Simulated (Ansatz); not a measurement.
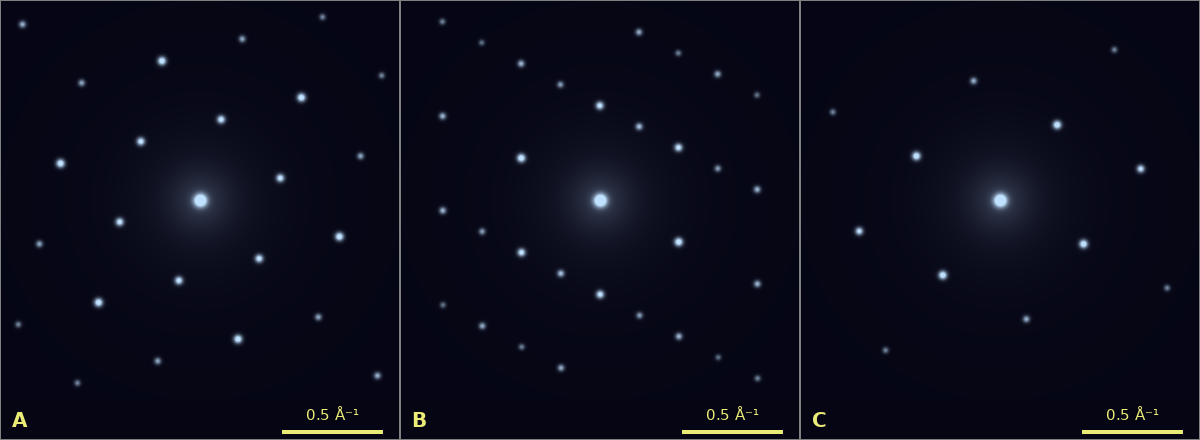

Kinematic zone-axis patterns, calculated for 300 keV electrons with B = 0.5 Å².

All three come from Re, space group P6_3/mmc (No. 194), a = 2.774 Å, c = 4.485 Å (hexagonal axes). Structure: the geometry relaxed with DFT PBE, scalar-relativistic, plane waves, PAW in Ansatz 0.2.0.

```tsv
atom	site	symmetry	x	y	z
Re	2d	-6m2	0.3333	0.6667	0.7500
```

Q: Assign the zone axes [001], [100], [211] to A, B and C.

A: A is [001]: hexagonal net of 1 -1 0 at d = 2.40 Å and 1 0 0 at d = 2.40 Å, at 60.0°. B is [100]: rectangular net of 0 0 1 (itself extinct) at d = 4.49 Å and 0 1 0 at d = 2.40 Å, at 90.0°. C is [211]: centred rectangular net of 0 1 -1 at d = 2.12 Å and -1 1 1 at d = 2.12 Å, at 80.5°.
